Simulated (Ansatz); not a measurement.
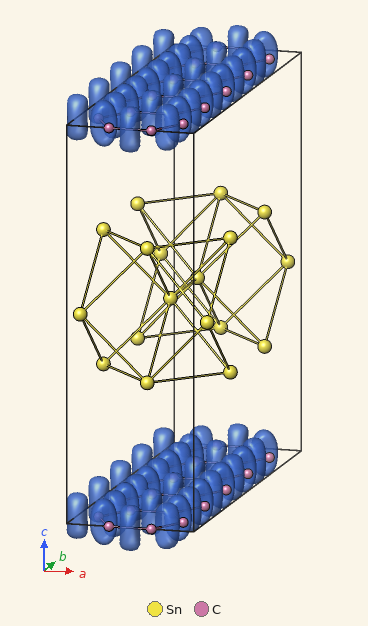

Sn₃C₅. Isosurface of the electron localisation function at 0.75 (blue), seen slightly off an axis. Core shells and regions of very low density are left out. Sticks mark near contacts.

Space group Cmmm; a generated structure, not necessarily the stable one.

All numbers below come from Ansatz 0.2.0, DFT PBE, scalar-relativistic, plane waves, PAW.

Core electrons are frozen (PAW), and the valence fields are smoothed inside the atomic spheres.

### Identify the bonds, lone pairs and shells in this picture.

At this value the surface marks out 30 regions between bonded C–C atoms, counted in one cell of 32 atoms. Regions shared between cells count once. Profiles from the grid: C–C (1.42 Å): the ELF peaks at about 0.95 between the atoms. Sn–Sn (3.09 Å): the ELF is about 0.50 at the midpoint.
